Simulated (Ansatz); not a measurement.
# SnS (SMILES [S][Sn]): PBE/def2-TZVP (core potential)

What is the electronic atomisation energy of SnS at PBE/def2-TZVP (core potential)? 

The calculation is run with Ansatz 0.2.0.

37 further runs of the same task are left out: 1 that didn't finish, 36 set aside as unsound or not needed.

**1. Starting point**

The species is SnS (2 atoms), meant as a singlet with charge 0. As SMILES, `[S][Sn]`. The bond length is the measured one.

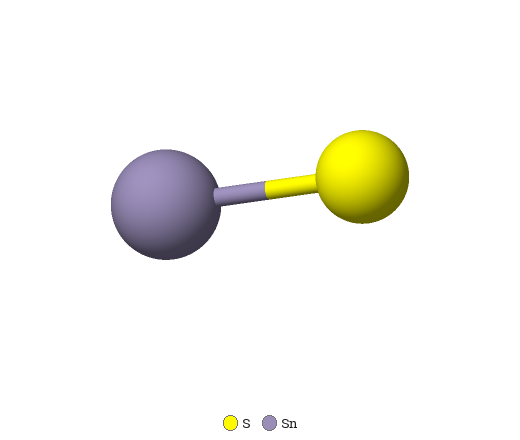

Viewed from a chosen angle; sulfur yellow, tin purple.

**2. The energy at PBE/def2-TZVP (core potential)**

Contents of molecule.yaml:

```yaml
crystal:
  periodic: [false, false, false]
  atoms:
    - {symbol: S, position_ang: [0.000000, 0.000000, 0.000000]}
    - {symbol: Sn, position_ang: [0.000000, 0.000000, 2.209026]}
basis:
  gaussian:
    orbitals: def2-TZVP
output: {orbitals: {seedname: orbitals}}
accuracy: high
hamiltonian:
  xc: pbe
```

The run is started by

```bash
ansatz run molecule.yaml --threads 1 --pin off --max-ram 3480MiB --events-out events.jsonl --progress --plain --runs-dir runs
```

Log:

```text
Warning: RAYON_NUM_THREADS=1 ignored (pool sized by the plan → 1); use --threads N
Functional definition: PBE
  name "PBE"
  parameter kappa = 0.804
  parameter beta = 0.06672455060314922
  exchange = pbe_x(kappa = kappa, mu = beta*pi^2/3)
  correlation = pbe_c(beta = beta)
1408 factors; integrals over basis functions are off by at most 3.1e-9 eV
mean field evaluation 1: about -16659.8085 eV, gradient 3.5e1 eV
mean field evaluation 2: about -16591.4130 eV, gradient 1.2e2 eV
mean field evaluation 4: about -16663.5332 eV, gradient 9.1e0 eV
mean field evaluation 8: about -16663.8078 eV, gradient 7.4e-1 eV
mean field evaluation 16: about -16663.8100 eV, gradient 1.5e-4 eV
mean field -16663.80995290 eV, -612.3837206331 hartree, gradient 6.9e-8 eV, S^2 0.000000; 0 other end points of the search recorded, 0 dependent functions left out
reference -16663.80995541 eV, -612.3837207252 hartree; 19, 19 occupied and 68, 68 virtual orbitals, 1408 factors
Total energy: -16663.80995541 eV, -612.3837207252 hartree
```

Run time: 3.9 s. Hardware: 1 thread of Arm Neoverse V2, shared host; peak memory 0.17 GiB.

**3. The S atom**

Contents of molecule.yaml:

```yaml
crystal:
  periodic: [false, false, false]
  atoms:
    - symbol: S
      position_ang: [0.000000, 0.000000, 0.000000]
basis:
  gaussian:
    orbitals: def2-TZVP
accuracy: high
hamiltonian:
  xc: {name: PBE}
magnetization:
  spin_polarized: true
  initial_magnetization: 2
```

Run the same way, it converges to -397.93833 Eh (log not shown).

**4. The Sn atom**

Contents of run.yaml:

```yaml
basis:
  gaussian:
    orbitals: def2-TZVP
crystal:
  periodic: [false, false, false]
  atoms:
    - {symbol: Sn, position_ang: [0.000000, 0.000000, 0.000000]}
total_charge: 0
magnetization:
  spin_polarized: true
  initial_magnetization: 2
hamiltonian:
  xc: pbe
accuracy: high
```

The run is started by

```bash
ansatz run run.yaml --threads 1 --pin off --max-ram 3480MiB --events-out events.jsonl --progress --plain --runs-dir runs
```

Log, shortened:

```text
Warning: RAYON_NUM_THREADS=1 ignored (pool sized by the plan → 1); use --threads N
[... 6 set-up lines as earlier in the session ...]
500 factors; integrals over basis functions are off by at most 3.4e-9 eV
mean field evaluation 1: about -5829.9459 eV, gradient 3.1e0 eV
mean field evaluation 2: about -5830.0170 eV, gradient 8.6e-1 eV
mean field evaluation 4: about -5830.0243 eV, gradient 3.3e-2 eV
mean field evaluation 8: about -5830.0218 eV, gradient 2.7e-3 eV
mean field evaluation 16: about -5830.0218 eV, gradient 7.5e-8 eV
mean field evaluation 32: about -5829.9558 eV, gradient 3.3e0 eV
mean field -5830.02179222 eV, -214.2493491333 hartree, gradient 7.1e-9 eV, S^2 2.001799; 1 other end points of the search recorded, 0 dependent functions left out
reference -5830.02179460 eV, -214.2493492207 hartree; 12, 10 occupied and 38, 40 virtual orbitals, 500 factors
Total energy: -5830.02179460 eV, -214.2493492207 hartree
```

Run time: 2.9 s. Hardware: 1 thread of Arm Neoverse V2, shared host; peak memory 0.11 GiB.

**5. Outcome**

Level: PBE/def2-TZVP (core potential).

| quantity | value |
| --- | --- |
| molecule: total energy | -612.38372 Eh |
| molecule: HOMO energy | -6.33 eV |
| molecule: LUMO energy | -3.14 eV |
| molecule: HOMO–LUMO gap | 3.19 eV |
| S atom: total energy | -397.93833 Eh |
| S atom: ⟨S²⟩ | 2.004 |
| Sn atom: total energy | -214.24935 Eh |
| Sn atom: ⟨S²⟩ | 2.002 |
| electronic atomisation energy | 5.335 eV |

Taking the molecule apart into free atoms costs 5.33 eV (123 kcal/mol), before zero-point energy and without spin-orbit coupling.
